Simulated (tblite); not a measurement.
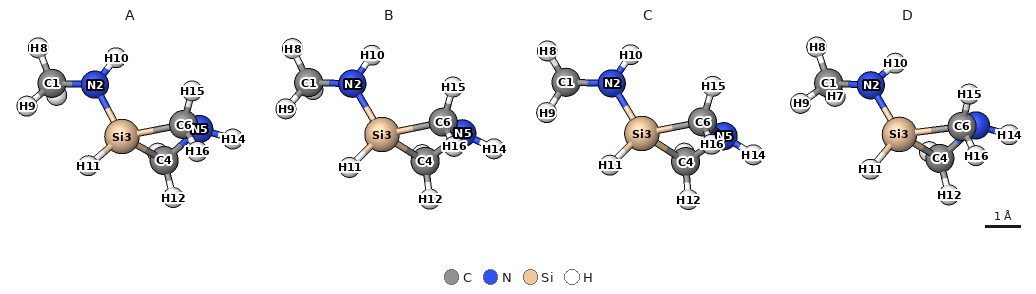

4 geometries from one relaxation of C$_{3}$H$_{10}$N$_{2}$Si, in shuffled order. Style: ball-and-stick. Shown from a free direction.

These are results of GFN2-xTB geometry optimisation, gas phase (tblite), not measurements. 

Question: Order the frames from highest to lowest energy.

Answer: D, A, B, C. They are steps 0, 21, 36, 70, at +6.93 kcal/mol, +1.27 kcal/mol, +0.41 kcal/mol relative to the last. The largest move after the best rigid fit is that of an H atom, 0.69 Å. By element the largest moves are H 0.69 Å, N 0.37 Å, Si 0.21 Å, C 0.18 Å. Among the contacts that change: N–Si 1.685 → 1.713 Å, C–N 1.492 → 1.468 Å, H–N 1.033 → 1.010 Å, C–Si 1.904 → 1.926 Å. Bond angles that change, for instance: Si–N–H 106.4° → 117.5°, N–Si–C 115.1° → 123.7°, N–Si–H 114.2° → 107.4°. After 70 geometry steps the energy has fallen by 6.93 kcal/mol.
